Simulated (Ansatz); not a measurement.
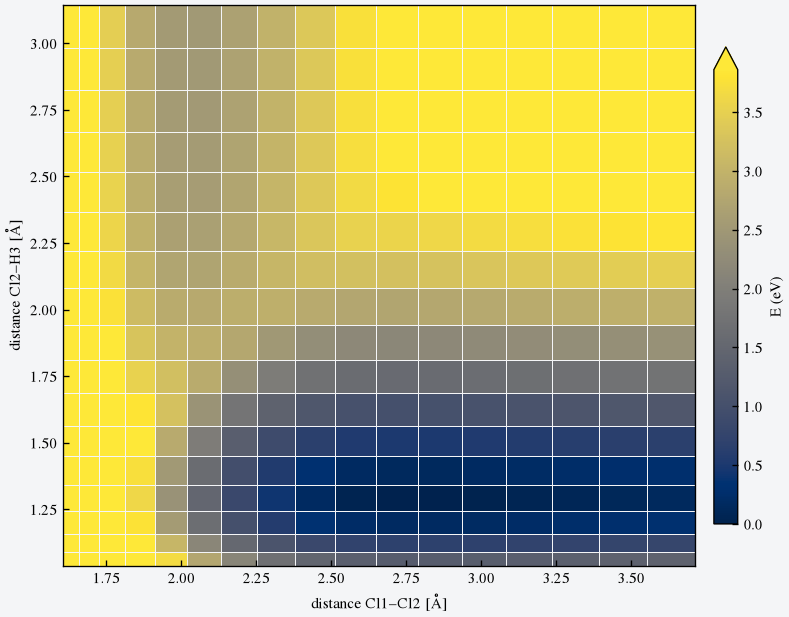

Energy landscape of the system Cl + ClH, spin multiplicity 2. Coordinates scanned: (1) distance Cl1–Cl2; (2) distance Cl2–H3. Nothing is relaxed (the angle Cl1–Cl2–H3 is fixed at 100 degrees). The scan uses a 17 × 17 grid. Points are written as (first, second). Energies are in eV, from the lowest grid point. Energies and slopes of some neighbouring points disagree (a jump in structure or state, or too coarse a mesh). In part of the range the unrestricted reference is strongly spin-contaminated. Method: Ansatz, UKS PBE0-D4/def2-SVPD.

In the figure: one coloured cell a grid point, one colour for all values above the top of the scale. 

> Describe this landscape.

The lowest grid point is at (2.718 Å, 1.291 Å). The highest grid point, (1.632 Å, 1.064 Å), lies 9.55 eV above the lowest.

The input of one point:

```yaml
crystal:
  periodic: [false, false, false]
  atoms:
    - { symbol: Cl, position_ang: [-2.718, 0.0, 0.0] }
    - { symbol: Cl, position_ang: [0.0, 0.0, 0.0] }
    - { symbol: H, position_ang: [0.22418, 1.271387, 0.0] }
magnetization:
  spin_polarized: true
  initial_magnetization: 1
basis:
  gaussian: { orbitals: def2-SVPD }
hamiltonian:
  xc: pbe0
  dispersion: d4
output:
  forces: true
```

Time for the 289 points that were run: 9.2 min on 1 thread of AMD EPYC 9R45 (Zen 5), with other jobs on the host.
